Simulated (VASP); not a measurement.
Band structure of RuSe (relaxed from the CsCl type structure, space group Pm-3m). All values below come from PBE GGA, VASP's PBE PAW potentials (set 64) (plane waves; VASP).

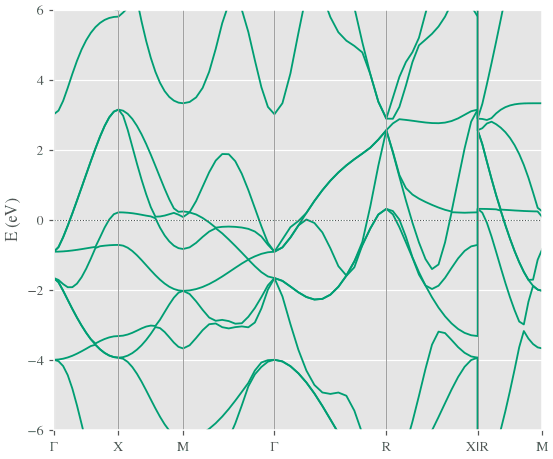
Figure. Bands along high-symmetry lines, zero at the valence-band maximum or, without a gap, the Fermi level

Read the plot: is there a gap, and where are the band edges?

It has no gap at this level: it comes out as a metal or semimetal. (Edges off the drawn lines would not show.)

The structure was generated: RuSe was put into the CsCl type type (Pm-3m), which need not be its known phase. It was relaxed first, which changed the volume by -26 %.
